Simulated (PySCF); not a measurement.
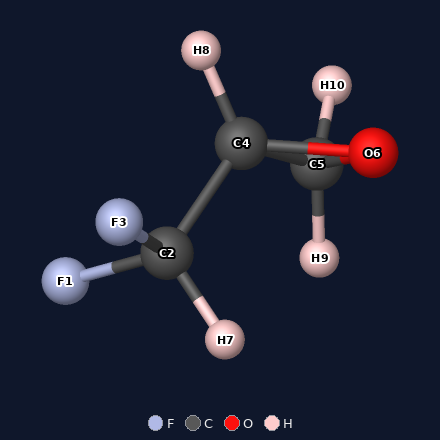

C₃H₄F₂O, SMILES FC(F)[C@@H]1CO1. Vertical core-electron binding energies by ΔSCF (SCAN, pcX-2 on the ionised atom, pcseg-1 elsewhere, spin-free X2C; PySCF 2.14.0, at a GFN2-xTB geometry (no frequency check)), gas phase, against the vacuum level. One atom of each kind was ionised; within a panel, areas follow the number of like atoms, each panel is scaled alone, Gaussians of 0.8 eV full width. Only the regions named are shown. Lines closer than the width merge in the curve.

> Predict the C 1s and F 1s photoelectron lines.

```csv
level,atoms,binding energy (eV)
C 1s,C2,296.0
C 1s,C4,293.0
C 1s,C5,292.9
F 1s,F3,693.4
F 1s,F1,693.4
```

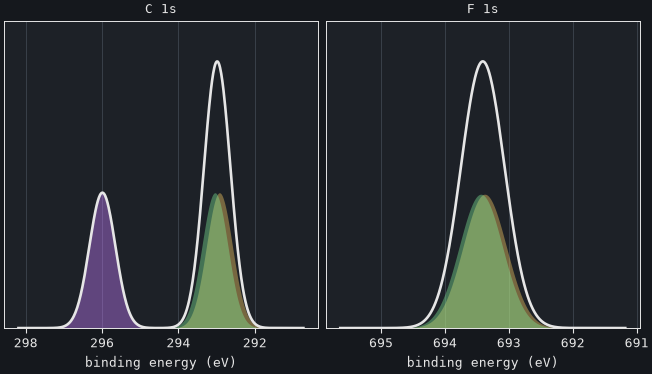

Note: one conformer of a flexible molecule; the tight-binding geometry is rougher than a DFT one and adds to the error.
